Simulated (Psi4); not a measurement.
# UCCSD/def2-SVPD run of CHClNSi (SMILES N#C[SiH]Cl)

Aim: the energy change on altering one bond length of CHClNSi at UCCSD/def2-SVPD, from 2 runs. 

The calculation is run with Psi4 1.11.

1 further run of the same task is left out (set aside as unsound or not needed).

### 1 The structure to begin with

CHClNSi: 5 atoms, total charge 0, spin state doublet. SMILES: `N#C[SiH]Cl`. The shape is that of a PBE0-D4/def2-TZVP optimisation.

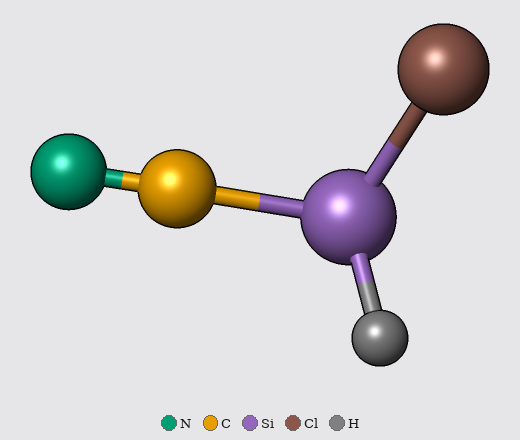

The structure, seen from a chosen angle (nitrogen teal, carbon amber, silicon purple, chlorine brown, hydrogen grey).

### 2 The energy at UCCSD/def2-SVPD

chclnsi.json reads:

```json
{
  "schema_name": "qcschema_input",
  "schema_version": 1,
  "molecule": {
    "schema_name": "qcschema_molecule",
    "schema_version": 2,
    "symbols": ["N", "C", "Si", "Cl", "H"],
    "geometry": [-2.58930274, 0.24660926, -3.45347449, -1.42882192, 0.01417295, -1.62138501, 0.19917713, -0.58600407, 1.37950007, 3.85523027, -1.53200097, 0.65573497, 0.05801459, 1.71776105, 2.96138981],
    "molecular_charge": 0,
    "molecular_multiplicity": 2,
    "fix_symmetry": "c1",
    "fix_com": true,
    "fix_orientation": true
  },
  "driver": "energy",
  "model": {
    "method": "ccsd",
    "basis": "def2-SVPD"
  },
  "keywords": {
    "reference": "uhf",
    "puream": true,
    "e_convergence": 1e-09,
    "d_convergence": 1e-08,
    "scf_type": "pk",
    "num_frozen_docc": 12,
    "maxiter": 200
  }
}
```

Launch:

```sh
$ psi4 --qcschema chclnsi.json -n 1 --memory 1600MB
```

stdout (excerpt; [...] marks lines left out):

```text
[...]
  Running in c1 symmetry.
[...]
  Nuclear repulsion =  165.292693062984711
[...]
  Multiplicity = 2
[...]
  Nalpha       = 23
  Nbeta        = 22
[...]
    Number of basis functions: 99
[...]
   @UHF iter   1:  -840.92126937098260   -8.03003e-01   3.81015e-03 DIIS/ADIIS
[...]
   @UHF iter  22:  -841.04158067293201   -1.61435e-11   9.95165e-09 DIIS
[...]
   @S^2 Observed:                8.037705993E-01
[...]
    Orbital Energies [Eh]
    ---------------------
    Alpha Occupied:
       1A   -104.832745     2A    -68.863764     3A    -15.613263
       4A    -11.275581     5A    -10.594657     6A     -8.069891
       7A     -8.067122     8A     -8.066299     9A     -6.229172
      10A     -4.344555    11A     -4.336960    12A     -4.335518
      13A     -1.238174    14A     -1.137324    15A     -0.816983
      16A     -0.643490    17A     -0.580673    18A     -0.577741
      19A     -0.539248    20A     -0.513031    21A     -0.503243
      22A     -0.493002    23A     -0.381287
    Alpha Virtual:
      24A      0.061785    25A      0.075987    26A      0.094814
[...]
  @UHF Final Energy:  -841.04158067293201
   => Energetics <=
    Nuclear Repulsion Energy =            165.2926930629847107
    One-Electron Energy =               -1489.1633985851060515
    Two-Electron Energy =                 482.8291248491894407
    Total Energy =                       -841.0415806729320138
  UHF NO Occupations:
  HONO-2 :   21  A 1.9933143
  HONO-1 :   22  A 1.9816959
[...]
 Multipole Moments:
 ------------------------------------------------------------------------------------
     Multipole            Electronic (a.u.)      Nuclear  (a.u.)        Total (a.u.)
 ------------------------------------------------------------------------------------
 L = 1.  Multiply by 2.5417464519 to convert [e a0] to [Debye]
 Dipole X            :        -41.4092065           41.6873583            0.2781518
 Dipole Y            :         30.6701766          -30.7190099           -0.0488333
 Dipole Z            :          1.6754917           -0.4807462            1.1947455
 Magnitude           :                                                    1.2276685
[...]
      * MP2 total energy                      = -841.545760185499716
[...]
      * CCSD total energy                     = -841.576847299685937
[...]
```

The result, in JSON:

```text
{
 "driver": "energy",
 "model": {
  "method": "ccsd",
  "basis": "def2-SVPD"
 },
 "success": true,
 "return_result": -841.5768472996859,
 "properties": {
  "calcinfo_nbasis": 99,
  "calcinfo_nmo": 99,
  "calcinfo_nalpha": 23,
  "calcinfo_nbeta": 22,
  "calcinfo_natom": 5,
  "nuclear_repulsion_energy": 165.2926930629847,
  "return_energy": -841.5768472996859,
  "scf_one_electron_energy": -1489.163398585106,
  "scf_two_electron_energy": 482.82912484918944,
  "scf_dipole_moment": [0.27815175380517587, -0.04883333214430863, 1.1947455265609421],
  "scf_total_energy": -841.041580672932,
  "scf_iterations": 22,
  "mp2_same_spin_correlation_energy": -0.1322707440309227,
  "mp2_opposite_spin_correlation_energy": -0.37190876852885324,
  "mp2_singles_energy": -4.3820550877418715e-26,
  "mp2_doubles_energy": -0.5041795125597759,
  "mp2_correlation_energy": -0.5041795125597759,
  "mp2_total_energy": -841.5457601854997,
  "ccsd_same_spin_correlation_energy": -0.11737293156506376,
  "ccsd_opposite_spin_correlation_energy": -0.41789369518088215,
  "ccsd_singles_energy": 4.2675269220416616e-17,
  "ccsd_doubles_energy": -0.5352666267459459,
  "ccsd_correlation_energy": -0.5352666267459458,
  "ccsd_total_energy": -841.5768472996859,
  "ccsd_iterations": 21
 }
}
```

Wall time 70 s (1 thread of Intel Xeon 6975P-C (Granite Rapids), shared host); peak memory 0.82 GiB.

### 3 The distorted shape

job.dat reads:

```
memory 1600 mb

molecule mol {
  0 2
  N     -2.059396     0.384579    -3.097893
  C     -1.445296     0.261579    -2.128393
  Si     0.105400    -0.310100     0.730000
  Cl     2.040100    -0.810700     0.347000
  H      0.030700     0.909000     1.567100
  units angstrom
  symmetry c1
  no_reorient
  no_com
}

set globals {
  basis           def2-SVPD
  reference       uhf
  puream          true
  e_convergence   1e-09
  d_convergence   1e-08
  scf_type        pk
  num_frozen_docc 12
  maxiter         200
}

energy('ccsd')
```

Launch:

```sh
$ psi4 -i job.dat -o job.out -n 1
```

job.out (excerpt; [...] marks lines left out):

```text
[...]
  Running in c1 symmetry.
[...]
  Nuclear repulsion =  139.586975821150219
[...]
  Multiplicity = 2
[...]
  Nalpha       = 23
  Nbeta        = 22
[...]
    Number of basis functions: 99
[...]
   @UHF iter   1:  -840.76926220994756   -1.19379e+00   4.15412e-03 ADIIS/DIIS
[...]
   @UHF iter  26:  -840.88762674344207    1.00044e-11   8.41516e-09 DIIS
[...]
   @S^2 Observed:                8.470865534E-01
[...]
    Orbital Energies [Eh]
    ---------------------
    Alpha Occupied:
       1A   -104.899549     2A    -68.972385     3A    -15.490947
       4A    -11.188877     5A    -10.660484     6A     -8.136477
       7A     -8.132205     8A     -8.131952     9A     -6.332098
      10A     -4.443618    11A     -4.438529    12A     -4.435713
      13A     -1.198484    14A     -1.120902    15A     -0.801140
      16A     -0.643168    17A     -0.580951    18A     -0.571051
      19A     -0.516573    20A     -0.490304    21A     -0.400330
      22A     -0.400121    23A     -0.362721
    Alpha Virtual:
      24A     -0.068539    25A      0.032450    26A      0.056452
[...]
  @UHF Final Energy:  -840.88762674344207
   => Energetics <=
    Nuclear Repulsion Energy =            139.5869758211502187
    One-Electron Energy =               -1436.8767743821917975
    Two-Electron Energy =                 456.4021718175994806
    Total Energy =                       -840.8876267434420697
  UHF NO Occupations:
  HONO-2 :   21  A 1.9950733
  HONO-1 :   22  A 1.9638001
[...]
 Multipole Moments:
 ------------------------------------------------------------------------------------
     Multipole            Electronic (a.u.)      Nuclear  (a.u.)        Total (a.u.)
 ------------------------------------------------------------------------------------
 L = 1.  Multiply by 2.5417464519 to convert [e a0] to [Debye]
 Dipole X            :        -22.6328277           24.7562664            2.1234387
 Dipole Y            :         23.8408174          -24.4771935           -0.6363762
 Dipole Z            :         35.7767808          -31.6897793            4.0870015
 Magnitude           :                                                    4.6494675
[...]
      * MP2 total energy                      = -841.397752347756636
[...]
      * CCSD total energy                     = -841.437669851318446
[...]
```

It took 100 s on 1 thread of Intel Xeon 6975P-C (Granite Rapids), shared host; peak memory 0.82 GiB.

### 4 What came out

At UCCSD/def2-SVPD, 12 core orbitals frozen:

```
                                                                   quantity          value
                                                  first shape: total energy  -841.57685 Eh
    first shape: HOMO energy (Hartree–Fock orbitals) (highest over α and β)      -10.38 eV
     first shape: LUMO energy (Hartree–Fock orbitals) (lowest over α and β)        0.04 eV
                  first shape: correlation energy (12 core orbitals frozen)     -535.3 mEh
                             first shape: ⟨S²⟩ of the reference determinant          0.804
                                                 first shape: T1 diagnostic          0.032
                                              distorted shape: total energy  -841.43767 Eh
distorted shape: HOMO energy (Hartree–Fock orbitals) (highest over α and β)       -9.87 eV
 distorted shape: LUMO energy (Hartree–Fock orbitals) (lowest over α and β)       -2.24 eV
              distorted shape: correlation energy (12 core orbitals frozen)     -550.0 mEh
                         distorted shape: ⟨S²⟩ of the reference determinant          0.847
                                             distorted shape: T1 diagnostic          0.094
         energy change with the C2–Si3 bond stretched from 1.834 to 3.302 Å       3.787 eV
```

In words: With the C2–Si3 bond stretched from 1.834 to 3.302 Å the energy rises by 3.79 eV (87 kcal/mol). The first shape isn't relaxed at this level, so the change isn't measured from a minimum. The T1 diagnostic (distorted shape) of 0.094 is above the customary mark for such species, so a single reference may not serve.
